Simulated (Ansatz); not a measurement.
# Cl2H5NSi2: basis-set convergence

Aim: see how fast density functionals converge with the basis set for Cl2H5NSi2.

Program: Ansatz 0.2.0, Gaussian basis. Level of theory: one geometry, several basis sets. These are calculated values, not measurements.

Levels to be run: PBE0-D4/def2-SVP; ωB97M-V/def2-SVP; PBE0-D4/def2-QZVPP; ωB97M-V/def2-QZVPP; the functionals' def2-TZVPP values are taken from earlier runs.

## 1. The geometry

The geometry comes from an earlier relaxation with PBE0-D4 in a triple-zeta def2 set; it is a stationary point, not always the lowest conformer.

SMILES `Cl[SiH2]N[SiH2]Cl`, 10 atoms, charge 0, spin multiplicity 1.

Atoms are counted from 1 here; the program's logs count them from 0.

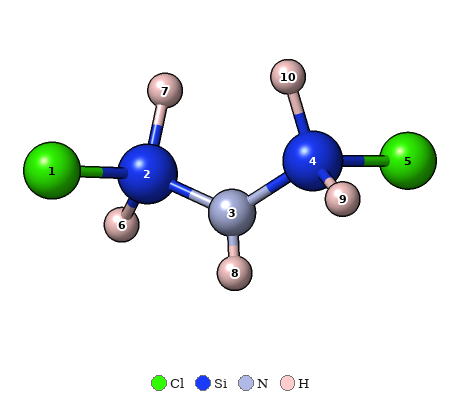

The structure; chlorine green, silicon blue, nitrogen light blue, hydrogen pink; atoms are numbered from 1 in the order of the file.

## 2. PBE0-D4 in def2-SVP

in.yaml reads:

```yaml
crystal:
  periodic: [false, false, false]
  atoms:
    - {symbol: Cl, position_ang: [-2.318700, -1.418130, 1.357156]}
    - {symbol: Si, position_ang: [-1.344973, 0.267495, 0.686118]}
    - {symbol: N, position_ang: [-0.248837, -0.080164, -0.585871]}
    - {symbol: Si, position_ang: [1.453779, -0.251187, -0.475813]}
    - {symbol: Cl, position_ang: [2.448073, 1.443580, -1.091562]}
    - {symbol: H, position_ang: [-2.402049, 1.188305, 0.216501]}
    - {symbol: H, position_ang: [-0.568013, 0.809768, 1.819630]}
    - {symbol: H, position_ang: [-0.652131, -0.197001, -1.505717]}
    - {symbol: H, position_ang: [1.918476, -1.340312, -1.361202]}
    - {symbol: H, position_ang: [1.797574, -0.473655, 0.943660]}
basis:
  gaussian: {orbitals: def2-SVP}
hamiltonian: {xc: pbe0, dispersion: d4}
output: {orbitals: {seedname: orbitals}}
```

Command:

```sh
ansatz run in.yaml --threads 4 --pin off --events-out ev --progress --plain --max-ram 10444MiB
```

After this run come: ωB97M-V in def2-SVP; PBE0-D4 in def2-QZVPP; ωB97M-V in def2-QZVPP.

Before running them: what should the planned runs give, taken together? Wanted: PBE0-D4: double and triple zeta above quadruple; ωB97M-V: double and triple zeta above quadruple.

As calculated:

| quantity | value |
| --- | --- |
| PBE0-D4: double and triple zeta above quadruple | 17.67, 1.38 eV |
| ωB97M-V: double and triple zeta above quadruple | 17.58, 1.30 eV |

**Reading.** PBE0-D4 gains 16.28 eV from double to triple zeta, then 1.38 eV more. Total energies overstate the basis error of differences, where much of it tends to cancel. The LUMO of ωB97M-V is positive and keeps falling with the basis (2.29 to 1.15 eV): an unbound level that the basis holds in place.
